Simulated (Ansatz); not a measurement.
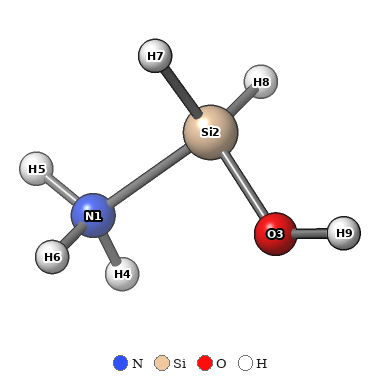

The system is H₆NOSi, SMILES [NH3+][SiH2]O, charge +1; the picture shows the reference structure. Coordinates scanned: (1) dihedral N1–Si2–O3–H9; (2) dihedral H4–N1–Si2–O3. Nothing is relaxed (all other coordinates rigid). The grid has 12 × 13 points; 94 points were computed and 62 follow by symmetry. Points are written as (first, second). Energies are in kJ/mol, from the relaxed molecule at the same level. Computed with RKS CAM-B3LYP-D4/def2-TZVP (Ansatz).

Its coordinates:

| atom | x (Å) | y (Å) | z (Å) |
| --- | --- | --- | --- |
| N | -0.6909 | 0.6430 | -0.6668 |
| Si | 0.6664 | -0.4312 | 0.0657 |
| O | 0.0505 | -0.5356 | 1.5419 |
| H | -1.5989 | 0.1773 | -0.5937 |
| H | -0.5421 | 0.8739 | -1.6515 |
| H | -0.7709 | 1.5240 | -0.1529 |
| H | 1.8684 | 0.3907 | -0.0923 |
| H | 0.6188 | -1.6418 | -0.7575 |
| H | 0.3988 | -1.0005 | 2.3070 |

Range: dihedral N1–Si2–O3–H9 from −180 to 150°; dihedral H4–N1–Si2–O3 from −149 to 31°.

> Predict the map.

The lowest grid point is at (−180°, −59°), 0.0 kJ/mol from the relaxed molecule at the same level. The energy also falls towards the edge at (−180°, −149°) (1.8 kJ/mol above the lowest) and (−180°, 31°) (1.8 kJ/mol above the lowest), where a further well may lie outside the range. The highest grid point, (0°, −119°), lies 42.1 kJ/mol above the lowest. On the interpolated surface the easiest way out of the lowest well to its copy in the next cell or period passes a barrier of about 33 kJ/mol.

```
dihedral H4–N1–Si2–O3 ↓, dihedral N1–Si2–O3–H9 →  −180  −150  −120   −90   −60   −30     0    30    60    90  120  150
                                              31   1.8   2.9   6.3  13.1  23.5  34.0  37.8  31.9  21.2  11.4  5.2  2.4
                                              16   2.7   3.8   7.2  14.2  25.0  36.3  40.8  34.6  23.2  13.0  6.5  3.4
                                               1   3.0   3.9   7.2  14.1  24.9  36.6  42.1  36.3  24.6  14.0  7.2  4.0
                                             −14   2.5   3.1   6.1  12.8  23.2  34.7  40.8  35.9  24.5  13.8  7.0  3.7
                                             −29   1.5   1.9   4.6  10.9  20.9  31.8  37.7  33.5  22.8  12.4  5.8  2.6
                                             −44   0.4   0.9   3.5   9.6  19.2  29.4  34.7  30.7  20.6  10.7  4.3  1.3
                                             −59   0.0   0.7   3.4   9.5  19.1  29.0  33.4  29.0  19.1   9.5  3.4  0.7
                                             −74   0.4   1.3   4.3  10.7  20.6  30.7  34.7  29.4  19.2   9.6  3.5  0.9
                                             −89   1.5   2.6   5.8  12.4  22.8  33.5  37.7  31.8  20.9  10.9  4.6  1.9
                                            −104   2.5   3.7   7.0  13.8  24.5  35.9  40.8  34.7  23.2  12.8  6.1  3.1
                                            −119   3.0   4.0   7.2  14.0  24.6  36.3  42.1  36.6  24.9  14.1  7.2  3.9
                                            −134   2.7   3.4   6.5  13.0  23.2  34.6  40.8  36.3  25.0  14.2  7.2  3.8
                                            −149   1.8   2.4   5.2  11.4  21.2  31.9  37.8  34.0  23.5  13.1  6.3  2.9
```

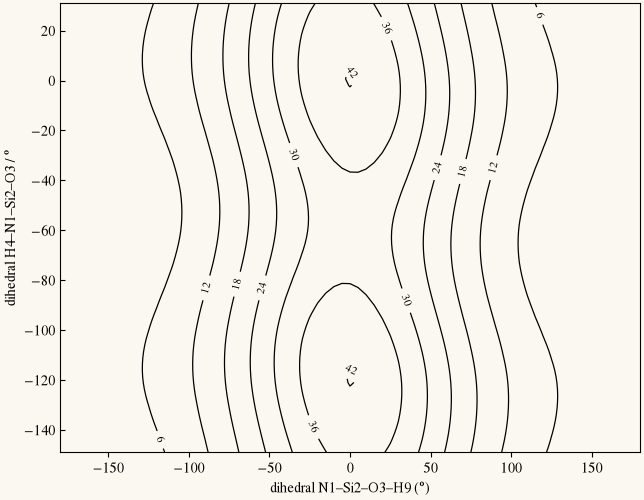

In the figure: contour lines labelled in kJ/mol. Between grid points the surface is interpolated.

Each point was launched as `ansatz run input.yaml --threads 1 --pin off --max-ram 2560MiB --backend cpu --events-out ev --progress --plain --runs-dir out`. Time for the 94 points that were run: 7.6 min on 1 thread of Arm Neoverse V1, on a shared host.
